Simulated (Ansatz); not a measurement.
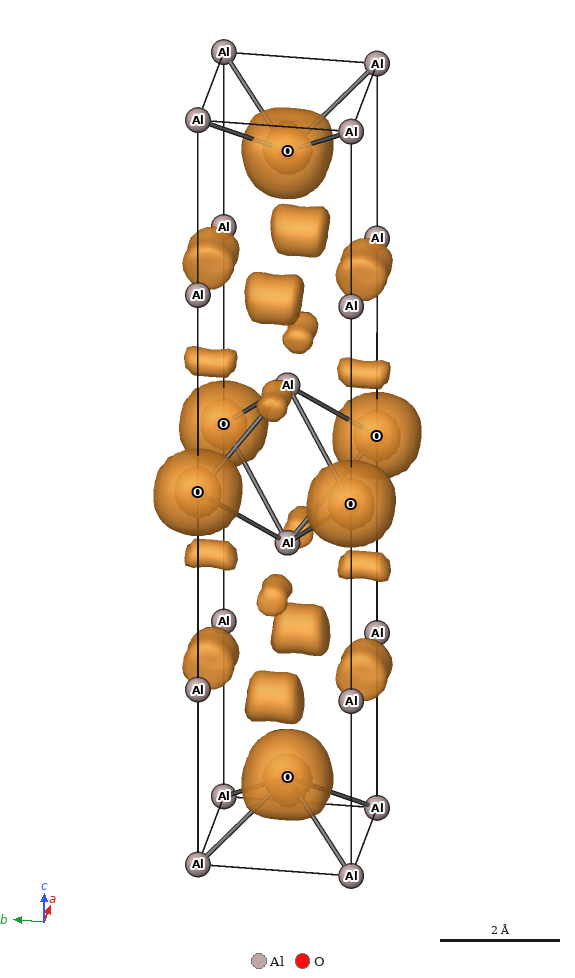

*Al5O3. Isosurface of the ELF at 0.75 (orange), seen at an oblique angle. Core shells and regions of very low density are left out. Sticks mark near contacts.*

Space group P4/mmm; a structure generated by program, which may or may not match a known phase; computed without spin polarisation.

Method: DFT PBE, scalar-relativistic, plane waves, PAW (Ansatz).

Core electrons are frozen (PAW), and the valence fields are smoothed inside the atomic spheres.

What do the ELF domains correspond to?

At this value the surface marks out four regions between bonded Al–Al atoms, three regions wrapped around O (the valence shell of each) and four pockets between the atoms, centred on no nucleus (multi-centre or interstitial), counted in one cell of 8 atoms. Any copies at cell faces, edges or corners count once. Profiles from the grid: Al–O (2.17 Å): the ELF peaks at about 0.85 in the valence shell of O, 0.6 Å from its nucleus, and is about 0.60 at the midpoint. Al–O (2.38 Å): the ELF is about 0.35 at the midpoint.
